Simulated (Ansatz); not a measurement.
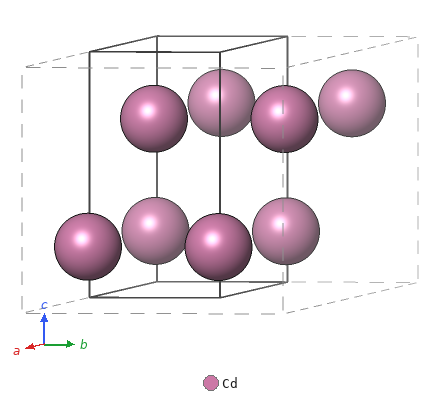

Cd (P6_3/mmc, No. 194): the end point of a relaxation at fixed volume with Ansatz, DFT r2SCAN, scalar-relativistic, plane waves, PAW.

```
CELL_PARAMETERS angstrom
3.00487 0.00000 0.00000
-1.50243 2.60229 0.00000
0.00000 0.00000 5.71255
ATOMIC_POSITIONS crystal
Cd 0.33333 0.66667 0.75000
Cd 0.66667 0.33333 0.25000
```

What will a HAADF-like image along [100] show? The image is simulated as a sum over atoms of Z^1.7, blurred by a 1.30 Å probe (no channelling). The display is stretched by a gamma of 0.8; percentages refer to the linear signal. The speckle of an amorphous layer was added.

The columns repeat on a rectangular net of 2.60 × 5.71 Å (plane group p2mg). All columns are alike (Cd). The shortest distance between visible columns is 2.60 Å in projection. Along the beam the structure repeats every 3.00 Å.

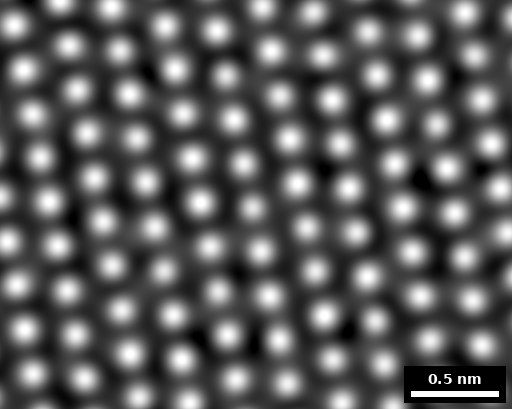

The simulated image.
